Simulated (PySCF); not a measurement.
C$_{5}$H$_{6}$N$_{2}$OS

The calculation's input:

```
{"job": {"kind": "nmr", "xc": "PBE0", "basis": "pcSseg-1", "solvent": "chloroform", "every": 1, "pop": false}, "charge": 0, "multiplicity": 1}
C      2.390944     0.587966    -0.271179
C      1.667222    -0.145370    -1.084790
S      0.958618    -1.738343    -0.502392
O      1.309502    -1.689291     0.930866
C     -0.540542    -0.713803    -0.403778
N     -1.322427    -0.272662    -1.354319
C     -2.258782     0.484398    -0.723462
C     -2.033497     0.486689     0.625899
N     -0.931117    -0.292249     0.816301
H      2.775415     1.556019    -0.542252
H      2.604887     0.227083     0.723389
H      1.397380     0.104219    -2.096225
H     -3.028822     0.976302    -1.282345
H     -2.551402     0.959519     1.433878
H     -0.443860    -0.530187     1.667939
```

Run with:

```sh
OMP_NUM_THREADS=1 python ens_run.py task.json out
```

Geometry: GFN2-xTB, coordinate held.

These are results of PBE0/pcSseg-1, SCF density, in a chloroform solvent model, non-relativistic in PySCF 2.14.0, not measurements.

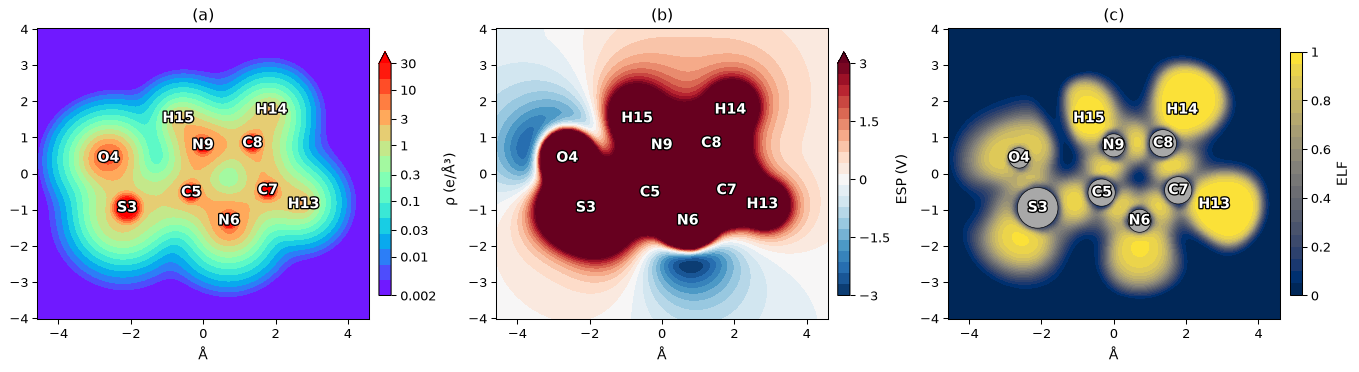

Figure 1. (a) electron density; (b) molecular electrostatic potential; (c) ELF on the plane of atoms C5, N9 and C8. Grey discs cover the atomic cores in the ELF map.

**Read the bonding off the picture.**

- Atoms in the plane: S, O, C, N and H.
- C–N (1.31 Å): ρ at the midpoint is about 2.6 e/Å³; the ELF peaks at about 0.90 between the atoms, as expected for a covalent bond.
- S–O (1.48 Å): ρ at the midpoint is about 2.1 e/Å³; the ELF peaks at about 0.80 between the atoms (a short, strongly polar bond).
- C–S (1.82 Å): ρ is about 1.3 e/Å³ halfway; the ELF peaks at about 0.95 between the atoms (localised, covalent bonding).
- N–H (1.01 Å): ρ at the midpoint is about 3 e/Å³; the ELF climbs to about 1 towards the hydrogen, as it does in any bond to H (a covalent bond by its length).
- C–N (1.35 Å): ρ is about 2.4 e/Å³ halfway; the ELF peaks at about 0.90 between the atoms; a covalent bond.
- The ELF also peaks beside N6, S3 and O4, away from the bonds: lone-pair regions.
- Outside the dense part of the molecule the potential is most negative (−3.0 V) near N6.

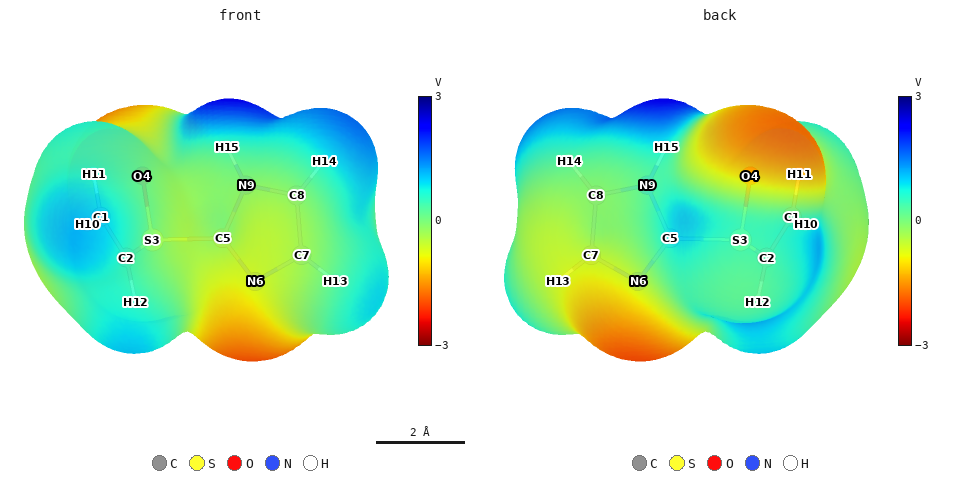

Figure 2. The electrostatic potential painted on the density surface at 0.002 e/bohr³, seen from the front and from behind; red is negative and blue positive.

**Describe the electrostatic potential map.**

The most negative region (about −2.0 V) lies over N6, the most positive (about +2.2 V) over H15. N6 is the likeliest acceptor of a hydrogen bond.

**What dipole moment does the calculation give?**

Its dipole moment is 2.14 D.

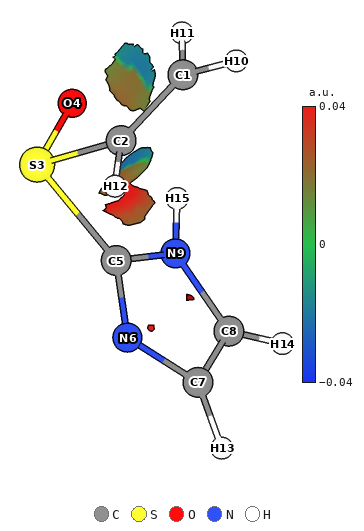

Figure 3. Non-covalent interaction (NCI) plot: the surface where the reduced density gradient is 0.5, for densities under 0.05 a.u., coloured by sign(λ₂)ρ; seen at an oblique angle.

**Which non-covalent interactions does the plot reveal?**

H15···O4 (2.2 Å): a hydrogen bond (blue, attractive); between H11 and C1 on one side and O4 on the other: a weak contact, attractive (blue-green) on one side and crowded (olive to red) on the other; near C2, C5 and S3: mostly steric crowding (olive to red).
